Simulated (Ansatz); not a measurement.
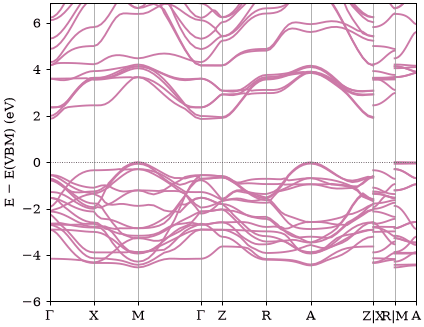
Fig. 1. Band structure from plane-wave PAW PBE (Ansatz code)

Q: Read off the gap and where the band edges lie.

A: About 1.9 eV (1.86 eV by a search for the band edges); maximum at M, minimum at Γ.

Q: Which of these materials gives this?
A) BaSrTi2O6, P4mm (Pearson symbol tP10)
B) AlGaAs2, P-4m2 (Pearson symbol tP8)
C) BP, P4_2/mnm (B on 4f, P on 4g)
D) Ba2Ti2N3F3, P-4m2 (Pearson symbol tP10)

A: A, BaSrTi2O6, P4mm (Pearson symbol tP10)

The start of the workflow was typed in or built on a structure type; neither database checked (COD, Materials Project) lists it. Its standing as an ambient phase is unchecked. The PBE relaxation kept the symmetry of its start; its stability against distortions is not shown here. The workflow began spin-polarised and lost its moments. Scalar-relativistic: spin–orbit coupling is off unless named, which matters more the heavier the elements.

Potentials: the earlier of the program's two PAW sets.
